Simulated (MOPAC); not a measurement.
**Geometry relaxation, with input and output: GeBH₅**

GeBH₅, SMILES [BH2][GeH3], computed with PM7, closed shell, dispersion built in (MOPAC 23.2.5).

The atoms were displaced at random from an optimised geometry.

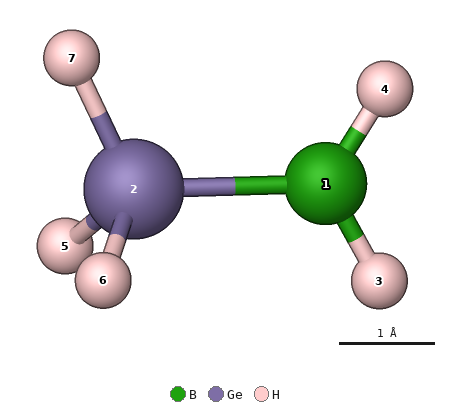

Fig. 1: The starting structure (ball-and-stick view, seen at a tilt; atoms are numbered from 1 in the order of the input). Sticks mark near contacts. Bond lengths as drawn: B–Ge 2.04 Å, B–H 1.18 to 1.19 Å and Ge–H 1.55 to 1.57 Å.

## Summary

```csv
quantity,value
outcome,converged
total energy,−7.662221 hartree
dispersion energy,−0.000178 hartree
heat of formation,76.93 kcal/mol
basis functions,13
largest force,0.001 eV/Å
HOMO,−9.80 eV
LUMO,−1.10 eV
dipole moment,0.85 D
hardware,"1 thread of Arm Neoverse V2, 24 GiB of memory available, shared host"
peak memory,0.072 GiB
```

## Notes

MOPAC's energies along a path are heats of formation.

## Input (calc.mop)
```
MULLIK PRECISE DISP EF GNORM=0.05 CYCLES=300 PM7 AUX(PRECISION=9) THREADS=1
BGeH5 charge 0
[BH2][GeH3]
B      0.016626 1    -1.220838 1     0.268181 1
Ge     0.048105 1     0.767923 1    -0.194268 1
H     -1.040723 1    -1.773453 1     0.316405 1
H      0.993148 1    -1.839657 1     0.489993 1
H     -0.613843 1     1.024537 1    -1.566583 1
H     -0.812515 1     1.558793 1     0.840688 1
H      1.471470 1     1.420224 1    -0.198116 1
```

Launched with:
```bash
mopac calc.mop
```

## Output
```
MOPAC v23.2.5
PM7 CALCULATION RESULTS

 *  PM7        - The PM7 Hamiltonian to be used
 *  PRECISE    - TIGHTER CRITERIA TO BE USED
 *  EF         - USE EF ROUTINE FOR MINIMUM SEARCH
 *  THREADS=1  - MULTI-THREADING NOT USED
 *  CYCLES=    - DO A MAXIMUM OF 300 STEPS
 *  GNORM      - EXIT WHEN GRADIENT NORM DROPS BELOW 0.050
 *  AUX        - OUTPUT AUXILIARY INFORMATION
 *  DISP       - PRINT DISPERSION AND HYDROGEN BOND ENERGIES
 *  MULLIK     - THE MULLIKEN ANALYSIS TO BE PERFORMED
MULLIK PRECISE DISP EF GNORM=0.05 CYCLES=300 PM7 AUX(PRECISION=9) THREADS=1
 BGeH5 charge 0
 [BH2][GeH3]
   ATOM   CHEMICAL          X               Y               Z
  NUMBER   SYMBOL      (ANGSTROMS)     (ANGSTROMS)     (ANGSTROMS)

     1       B          0.01662600  *  -1.22083800  *   0.26818100  *
     2      Ge          0.04810500  *   0.76792300  *  -0.19426800  *
     3       H         -1.04072300  *  -1.77345300  *   0.31640500  *
     4       H          0.99314800  *  -1.83965700  *   0.48999300  *
     5       H         -0.61384300  *   1.02453700  *  -1.56658300  *
     6       H         -0.81251500  *   1.55879300  *   0.84068800  *
     7       H          1.47147000  *   1.42022400  *  -0.19811600  *

          CARTESIAN COORDINATES

    NO.       ATOM           X           Y           Z

     1         B          0.0166     -1.2208      0.2682
     2        Ge          0.0481      0.7679     -0.1943
     3         H         -1.0407     -1.7735      0.3164
     4         H          0.9931     -1.8397      0.4900
     5         H         -0.6138      1.0245     -1.5666
     6         H         -0.8125      1.5588      0.8407
     7         H          1.4715      1.4202     -0.1981

           Empirical Formula: H5 B Ge  =     7 atoms

      MOLECULAR POINT GROUP   :   Cs

      RHF CALCULATION, NO. OF DOUBLY OCCUPIED LEVELS = 6

          Geometry optimization using EF

          DIAGONAL MATRIX USED AS START HESSIAN
```

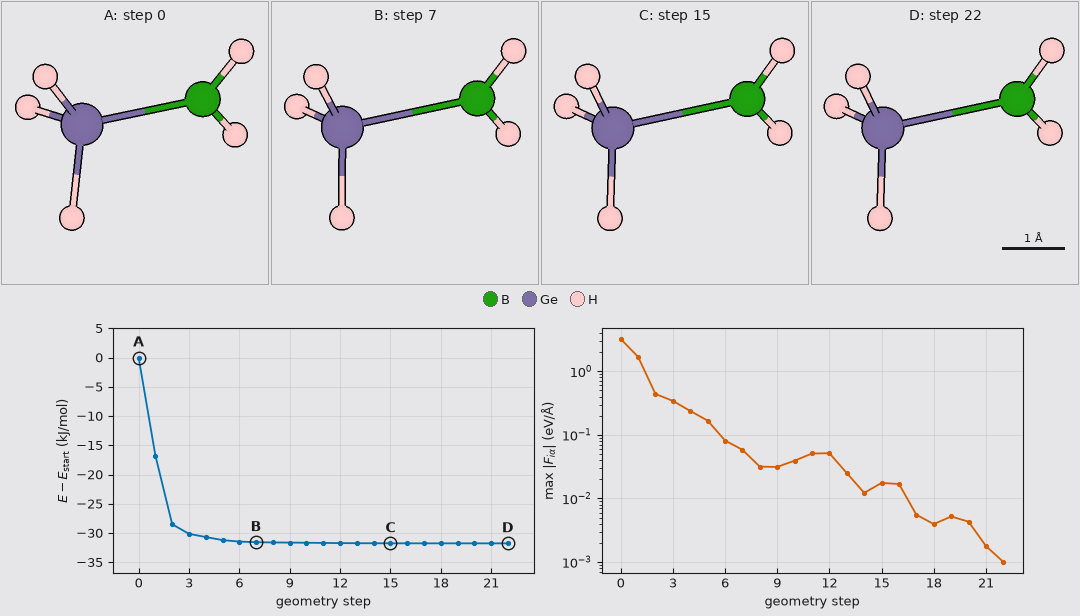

Fig. 2: Frames of the relaxation (ball-and-stick view, seen at a tilt) above the curves, on which the letters mark them (steps are counted from 0).

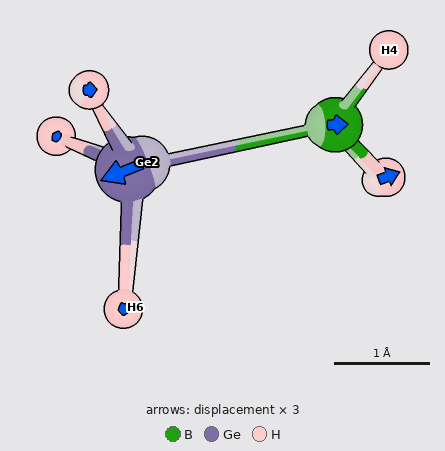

Fig. 3: Start (faint) and end (solid) with the displacements as blue arrows, magnified 3 times (ball-and-stick view, seen at a tilt). The two geometries are laid on each other by the best rigid fit. The energy falls by 31.8 kJ/mol in 22 geometry steps. The largest force component goes from 3.2 to 0.001 eV/Å. The largest move after the best rigid fit is that of Ge2, 0.16 Å. Largest moves by element: Ge 0.16 Å, H 0.08 Å, B 0.08 Å. Distances before and after: B1–Ge2 2.042 → 2.278 Å, Ge2–H7 1.566 → 1.498 Å, Ge2–H6 1.561 → 1.499 Å, Ge2–H5 1.545 → 1.499 Å. Among the angles that change: B1–Ge2–H7 114.9° → 107.3°, H5–Ge2–H6 105.6° → 112.3°, H6–Ge2–H7 107.0° → 112.5°. (Atoms are counted from 1 in the order of the input.)

```
 CYCLE:     1 TIME:   0.004 TIME LEFT:  2.00D  GRAD.:   101.771 HEAT:  84.52276
 CYCLE:     2 TIME:   0.000 TIME LEFT:  2.00D  GRAD.:    69.197 HEAT:  80.51356
 CYCLE:     3 TIME:   0.004 TIME LEFT:  2.00D  GRAD.:    20.943 HEAT:  77.70777
 CYCLE:     4 TIME:   0.000 TIME LEFT:  2.00D  GRAD.:    11.763 HEAT:  77.31863
 CYCLE:     5 TIME:   0.004 TIME LEFT:  2.00D  GRAD.:    10.815 HEAT:  77.18735
 CYCLE:     6 TIME:   0.000 TIME LEFT:  2.00D  GRAD.:     7.286 HEAT:  77.06216
 CYCLE:     7 TIME:   0.004 TIME LEFT:  2.00D  GRAD.:     4.048 HEAT:  77.00077
 CYCLE:     8 TIME:   0.000 TIME LEFT:  2.00D  GRAD.:     2.368 HEAT:  76.97619
 CYCLE:     9 TIME:   0.004 TIME LEFT:  2.00D  GRAD.:     1.658 HEAT:  76.96602
 CYCLE:    10 TIME:   0.000 TIME LEFT:  2.00D  GRAD.:     1.449 HEAT:  76.96067
 CYCLE:    11 TIME:   0.000 TIME LEFT:  2.00D  GRAD.:     1.691 HEAT:  76.95414
 CYCLE:    12 TIME:   0.004 TIME LEFT:  2.00D  GRAD.:     2.028 HEAT:  76.94675
 CYCLE:    13 TIME:   0.000 TIME LEFT:  2.00D  GRAD.:     1.897 HEAT:  76.93973
 CYCLE:    14 TIME:   0.004 TIME LEFT:  2.00D  GRAD.:     1.011 HEAT:  76.93453
 CYCLE:    15 TIME:   0.000 TIME LEFT:  2.00D  GRAD.:     0.655 HEAT:  76.93288
 CYCLE:    16 TIME:   0.004 TIME LEFT:  2.00D  GRAD.:     0.676 HEAT:  76.93102
 CYCLE:    17 TIME:   0.000 TIME LEFT:  2.00D  GRAD.:     0.615 HEAT:  76.93039
 CYCLE:    18 TIME:   0.004 TIME LEFT:  2.00D  GRAD.:     0.263 HEAT:  76.92979
 CYCLE:    19 TIME:   0.000 TIME LEFT:  2.00D  GRAD.:     0.180 HEAT:  76.92968
 CYCLE:    20 TIME:   0.004 TIME LEFT:  2.00D  GRAD.:     0.168 HEAT:  76.92958
 CYCLE:    21 TIME:   0.000 TIME LEFT:  2.00D  GRAD.:     0.141 HEAT:  76.92953
 CYCLE:    22 TIME:   0.000 TIME LEFT:  2.00D  GRAD.:     0.075 HEAT:  76.92947
 CYCLE:    23 TIME:   0.004 TIME LEFT:  2.00D  GRAD.:     0.035 HEAT:  76.92946

     GRADIENT =  0.03516 IS LESS THAN CUTOFF =  0.05000

 -------------------------------------------------------------------------------
 MULLIK PRECISE DISP EF GNORM=0.05 CYCLES=300 PM7 AUX(PRECISION=9) THREADS=1
 BGeH5 charge 0
 [BH2][GeH3]

     GEOMETRY OPTIMISED USING EIGENVECTOR FOLLOWING (EF).
     SCF FIELD WAS ACHIEVED

                              PM7 CALCULATION

          FINAL HEAT OF FORMATION =         76.92946 KCAL/MOL =     321.87286 KJ/MOL

          TOTAL ENERGY            =      -4808.11610 KCAL/MOL = ELECTRONIC ENERGY + CORE-CORE REPULSION
          ENERGY OF ATOMS         =       4885.15743 KCAL/MOL
                              SUM =         77.04133 KCAL/MOL
          DISPERSION ENERGY       =         -0.11187 KCAL/MOL
                              SUM =         76.92946 KCAL/MOL = FINAL HEAT OF FORMATION

          TOTAL ENERGY            =       -208.49965 EV
          ELECTRONIC ENERGY       =       -506.25291 EV
          CORE-CORE REPULSION     =        297.75326 EV
          COSMO AREA              =        102.36 SQUARE ANGSTROMS
          COSMO VOLUME            =         88.71 CUBIC ANGSTROMS

          GRADIENT NORM           =          0.03516          =       0.01329 PER ATOM
          IONIZATION POTENTIAL    =          9.796216 EV
          HOMO LUMO ENERGIES (EV) =         -9.796 -1.102
          NO. OF FILLED LEVELS    =          6
          MOLECULAR WEIGHT        =         88.4395         POINT GROUP:  Cs

          MOLECULAR DIMENSIONS (Angstroms)

            Atom       Atom       Distance
            H     7    H     3     4.10193
            H     4    H     6     3.57595
            H     4    H     5     2.32995

          SCF CALCULATIONS        =         24

          WALL-CLOCK TIME         =      0.051 SECONDS
          COMPUTATION TIME        =      0.026 SECONDS

   ATOM   CHEMICAL          X               Y               Z
  NUMBER   SYMBOL      (ANGSTROMS)     (ANGSTROMS)     (ANGSTROMS)

     1       B          0.00687511  *  -1.35465356  *   0.29751949  *
     2      Ge          0.03944759  *   0.86551353  *  -0.21119501  *
     3       H         -1.01747608  *  -1.91034941  *   0.34748334  *
     4       H          1.01047152  *  -1.91314778  *   0.50098514  *
     5       H         -0.57642753  *   0.97926066  *  -1.57330396  *
     6       H         -0.78505517  *   1.53902805  *   0.84424940  *
     7       H          1.47142919  *   1.30568712  *  -0.18945749  *

                             CARTESIAN COORDINATES

   1    B        0.006875114    -1.354653558     0.297519488
   2   Ge        0.039447587     0.865513530    -0.211195006
   3    H       -1.017476081    -1.910349409     0.347483341
   4    H        1.010471525    -1.913147776     0.500985138
   5    H       -0.576427525     0.979260665    -1.573303957
   6    H       -0.785055172     1.539028055     0.844249396
   7    H        1.471429189     1.305687119    -0.189457491

           Empirical Formula: H5 B Ge  =     7 atoms

      MOLECULAR POINT GROUP   :   Cs

                  EIGENVALUES
 -17.21216 -15.58216 -13.02125 -12.06375 -11.70939  -9.79622  -1.10170  -0.82880
   1.43077   1.46156   3.52117   4.81907   5.54486

              NET ATOMIC CHARGES AND DIPOLE CONTRIBUTIONS

  ATOM NO.   TYPE          CHARGE      No. of ELECS.   s-Pop       p-Pop
    1          B           0.036079        2.9639     0.80059     2.16333
    2         Ge          -0.322448        4.3224     0.97767     3.34478
    3          H           0.048456        0.9515     0.95154
    4          H           0.048713        0.9513     0.95129
    5          H           0.064278        0.9357     0.93572
    6          H           0.064177        0.9358     0.93582
    7          H           0.060745        0.9393     0.93925
 DIPOLE           X         Y         Z       TOTAL
 POINT-CHG.    -0.051    -1.310     0.296     1.344
 HYBRID        -0.003     0.480    -0.110     0.493
 SUM           -0.054    -0.830     0.186     0.852

          ATOMIC ORBITAL ELECTRON POPULATIONS

     Atom    s        px        py        pz
    1  B   0.80059   1.15294   0.94549   0.06491
    2 Ge   0.97767   1.09278   1.15507   1.09693
    3  H   0.95154
    4  H   0.95129
    5  H   0.93572
    6  H   0.93582
    7  H   0.93925

           MULLIKEN POPULATION ANALYSIS

        MULLIKEN POPULATIONS AND CHARGES

      NO.  ATOM   POPULATION      CHARGE
        1    B     2.954886      0.045114
        2   Ge     4.415054     -0.415054
        3    H     0.940832      0.059168
        4    H     0.940421      0.059579
        5    H     0.916035      0.083965
        6    H     0.916049      0.083951
        7    H     0.916722      0.083278

          Chemical-Potential Equalization

          Energy                    =                  NaN   kcal/mol
          Pot(1)                    =                  NaN   eV
          Dipole correction(1)      =                  NaN   au

 *                    *
 * JOB ENDED NORMALLY *
 *                    *

 TOTAL JOB TIME:             0.05 SECONDS

 == MOPAC DONE ==
```

## Trajectory as extended XYZ (Å, eV, eV/Å), 15 of the 23 frames kept, from step=0 to step=22
```
7
Properties=species:S:1:pos:R:3:forces:R:3 step=0 energy=3.66525
B     0.0166   -1.2208    0.2682   -0.3600  -2.5981   0.5678
Ge    0.0481    0.7679   -0.1943    0.1054   3.2338  -0.5512
H    -1.0407   -1.7735    0.3164    0.4864   0.1722  -0.0038
H     0.9931   -1.8397    0.4900   -0.1509   0.0704  -0.0266
H    -0.6138    1.0245   -1.5666    0.2437  -0.1320   0.3758
H    -0.8125    1.5588    0.8407    0.3523  -0.3445  -0.3565
H     1.4715    1.4202   -0.1981   -0.6768  -0.4017  -0.0054
7
Properties=species:S:1:pos:R:3:forces:R:3 step=2 energy=3.36973
B     0.0087   -1.3505    0.2979    0.2417   0.3937  -0.0883
Ge    0.0502    0.8382   -0.2071   -0.0674   0.4409  -0.1596
H    -1.0443   -1.8065    0.3231   -0.3339  -0.3809   0.0623
H     1.0153   -1.8820    0.5024    0.1050  -0.2471   0.0667
H    -0.6119    1.0025   -1.5521    0.0826  -0.0855  -0.0010
H    -0.8034    1.5232    0.8206   -0.0111  -0.0072   0.1204
H     1.4502    1.3813   -0.1998   -0.0169  -0.1139  -0.0006
7
Properties=species:S:1:pos:R:3:forces:R:3 step=3 energy=3.35285
B     0.0119   -1.3463    0.2937   -0.0427  -0.0951   0.0271
Ge    0.0497    0.8451   -0.2112   -0.1602   0.3427   0.0498
H    -1.0552   -1.8321    0.3316    0.2096  -0.0750   0.0261
H     1.0176   -1.9020    0.5163   -0.1596  -0.0383  -0.0105
H    -0.6084    0.9942   -1.5490    0.0187  -0.0417  -0.0989
H    -0.8031    1.5184    0.8372    0.0524  -0.0464   0.0118
H     1.4488    1.3682   -0.1938    0.0818  -0.0462  -0.0054
7
Properties=species:S:1:pos:R:3:forces:R:3 step=5 energy=3.34173
B     0.0112   -1.3614    0.2948    0.0155   0.0092   0.0217
Ge    0.0473    0.8634   -0.2135   -0.1652  -0.0146  -0.0296
H    -1.0462   -1.8641    0.3443    0.1607  -0.0232   0.0042
H     1.0115   -1.9282    0.5233   -0.1678   0.0393  -0.0355
H    -0.6013    0.9787   -1.5654    0.0572  -0.0120   0.0380
H    -0.7976    1.5050    0.8488    0.0106   0.0089   0.0123
H     1.4560    1.3488   -0.1923    0.0891  -0.0077  -0.0111
7
Properties=species:S:1:pos:R:3:forces:R:3 step=6 energy=3.33907
B     0.0113   -1.3626    0.2965   -0.0260   0.0726  -0.0064
Ge    0.0455    0.8679   -0.2148   -0.0814  -0.0699   0.0138
H    -1.0377   -1.8761    0.3468    0.0816  -0.0200   0.0007
H     1.0037   -1.9348    0.5213   -0.0468   0.0097  -0.0140
H    -0.5960    0.9733   -1.5676    0.0408   0.0049   0.0235
H    -0.7952    1.5018    0.8542    0.0123   0.0188  -0.0050
H     1.4625    1.3418   -0.1906    0.0195  -0.0162  -0.0127
7
Properties=species:S:1:pos:R:3:forces:R:3 step=8 energy=3.33756
B     0.0108   -1.3544    0.2964   -0.0170   0.0072  -0.0002
Ge    0.0438    0.8664   -0.2140   -0.0014  -0.0155   0.0213
H    -1.0270   -1.8845    0.3465   -0.0033  -0.0176  -0.0020
H     0.9966   -1.9352    0.5170    0.0280   0.0070  -0.0040
H    -0.5897    0.9717   -1.5682    0.0172   0.0131  -0.0048
H    -0.7933    1.5042    0.8546    0.0081   0.0287  -0.0035
H     1.4669    1.3360   -0.1924   -0.0316  -0.0228  -0.0068
7
Properties=species:S:1:pos:R:3:forces:R:3 step=9 energy=3.33733
B     0.0105   -1.3521    0.2964   -0.0145  -0.0207   0.0036
Ge    0.0435    0.8652   -0.2132   -0.0093   0.0054   0.0069
H    -1.0251   -1.8862    0.3454   -0.0102  -0.0148  -0.0017
H     0.9964   -1.9335    0.5152    0.0313   0.0091  -0.0029
H    -0.5880    0.9728   -1.5688    0.0136   0.0105  -0.0032
H    -0.7929    1.5073    0.8532    0.0060   0.0282  -0.0001
H     1.4663    1.3342   -0.1941   -0.0168  -0.0176  -0.0025
7
Properties=species:S:1:pos:R:3:forces:R:3 step=11 energy=3.33673
B     0.0093   -1.3509    0.2978   -0.0066  -0.0411   0.0015
Ge    0.0423    0.8642   -0.2115   -0.0510   0.0198  -0.0121
H    -1.0211   -1.8954    0.3421   -0.0132  -0.0064   0.0008
H     0.9998   -1.9281    0.5099    0.0228   0.0132  -0.0004
H    -0.5818    0.9768   -1.5712    0.0000   0.0003   0.0034
H    -0.7909    1.5205    0.8494    0.0084   0.0130  -0.0040
H     1.4646    1.3256   -0.1987    0.0396   0.0010   0.0108
7
Properties=species:S:1:pos:R:3:forces:R:3 step=13 energy=3.33620
B     0.0077   -1.3561    0.2992   -0.0030   0.0099  -0.0100
Ge    0.0399    0.8658   -0.2105   -0.0162  -0.0098  -0.0067
H    -1.0184   -1.9096    0.3423    0.0023   0.0037   0.0024
H     1.0076   -1.9210    0.5039    0.0009   0.0108   0.0006
H    -0.5745    0.9809   -1.5734   -0.0132  -0.0075  -0.0014
H    -0.7861    1.5385    0.8445    0.0042  -0.0043  -0.0010
H     1.4681    1.3136   -0.1986    0.0251  -0.0028   0.0161
7
Properties=species:S:1:pos:R:3:forces:R:3 step=14 energy=3.33613
B     0.0077   -1.3561    0.2988   -0.0038   0.0116  -0.0078
Ge    0.0398    0.8658   -0.2108   -0.0021  -0.0060  -0.0024
H    -1.0186   -1.9090    0.3435    0.0028   0.0026   0.0014
H     1.0077   -1.9204    0.5040    0.0015   0.0090   0.0000
H    -0.5752    0.9805   -1.5732   -0.0102  -0.0058  -0.0022
H    -0.7858    1.5382    0.8447    0.0034  -0.0040  -0.0013
H     1.4691    1.3137   -0.1966    0.0085  -0.0075   0.0122
7
Properties=species:S:1:pos:R:3:forces:R:3 step=16 energy=3.33602
B     0.0075   -1.3552    0.2974   -0.0031   0.0034   0.0003
Ge    0.0395    0.8653   -0.2112    0.0169   0.0063   0.0015
H    -1.0182   -1.9087    0.3470    0.0018   0.0009  -0.0004
H     1.0089   -1.9170    0.5027    0.0015   0.0045  -0.0011
H    -0.5765    0.9795   -1.5731   -0.0017  -0.0010  -0.0011
H    -0.7845    1.5390    0.8446   -0.0015  -0.0029  -0.0001
H     1.4709    1.3111   -0.1907   -0.0139  -0.0112   0.0008
7
Properties=species:S:1:pos:R:3:forces:R:3 step=17 energy=3.33599
B     0.0070   -1.3545    0.2969   -0.0005  -0.0029   0.0035
Ge    0.0393    0.8652   -0.2113    0.0032   0.0055  -0.0001
H    -1.0173   -1.9101    0.3486   -0.0013   0.0000  -0.0007
H     1.0101   -1.9137    0.5010    0.0012   0.0012  -0.0008
H    -0.5765    0.9790   -1.5734    0.0015   0.0012   0.0013
H    -0.7837    1.5406    0.8441   -0.0051  -0.0022   0.0008
H     1.4709    1.3069   -0.1876    0.0009  -0.0027  -0.0041
7
Properties=species:S:1:pos:R:3:forces:R:3 step=19 energy=3.33598
B     0.0070   -1.3549    0.2976   -0.0011   0.0023  -0.0006
Ge    0.0394    0.8655   -0.2112   -0.0014  -0.0018   0.0003
H    -1.0175   -1.9103    0.3474   -0.0006   0.0001   0.0004
H     1.0100   -1.9144    0.5012    0.0014   0.0012   0.0001
H    -0.5762    0.9792   -1.5734   -0.0011   0.0004   0.0000
H    -0.7845    1.5397    0.8443   -0.0024  -0.0013   0.0002
H     1.4707    1.3070   -0.1895    0.0052  -0.0009  -0.0004
7
Properties=species:S:1:pos:R:3:forces:R:3 step=20 energy=3.33598
B     0.0070   -1.3549    0.2976   -0.0006   0.0019  -0.0009
Ge    0.0394    0.8656   -0.2112   -0.0014  -0.0020   0.0003
H    -1.0175   -1.9103    0.3473   -0.0004   0.0000   0.0005
H     1.0102   -1.9141    0.5011    0.0008   0.0009   0.0003
H    -0.5763    0.9792   -1.5734   -0.0009   0.0006   0.0000
H    -0.7846    1.5395    0.8443   -0.0018  -0.0010   0.0001
H     1.4709    1.3066   -0.1895    0.0043  -0.0004  -0.0003
7
Properties=species:S:1:pos:R:3:forces:R:3 step=22 energy=3.33598
B     0.0069   -1.3547    0.2975    0.0001  -0.0003  -0.0002
Ge    0.0394    0.8655   -0.2112    0.0004  -0.0003  -0.0003
H    -1.0175   -1.9103    0.3475    0.0003  -0.0002   0.0005
H     1.0105   -1.9131    0.5010   -0.0004   0.0001   0.0003
H    -0.5764    0.9793   -1.5733    0.0000   0.0010   0.0000
H    -0.7851    1.5390    0.8442   -0.0002  -0.0001  -0.0001
H     1.4714    1.3057   -0.1895   -0.0002  -0.0001  -0.0001
```

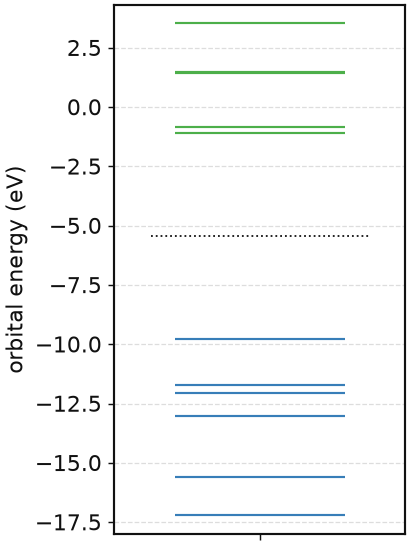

Fig. 4: Orbital energies near the frontier; the dotted line parts filled from empty levels, and levels within 0.02 eV of each other stand side by side. Highest filled −9.80 eV, lowest empty −1.10 eV, 8.70 eV apart.

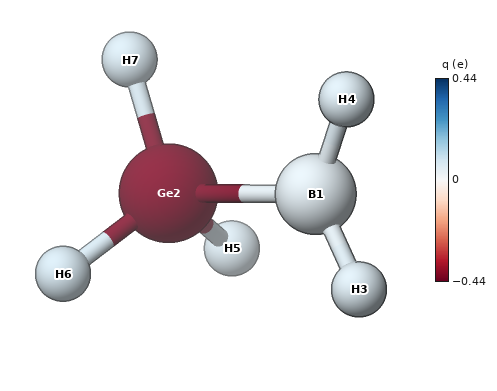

Fig. 5: Mulliken charges, as the colour of each atom (ball-and-stick view, seen at a tilt; atoms are numbered from 1 in the order of the input). By element: B +0.05, Ge −0.42 and H +0.06 to +0.08 e.
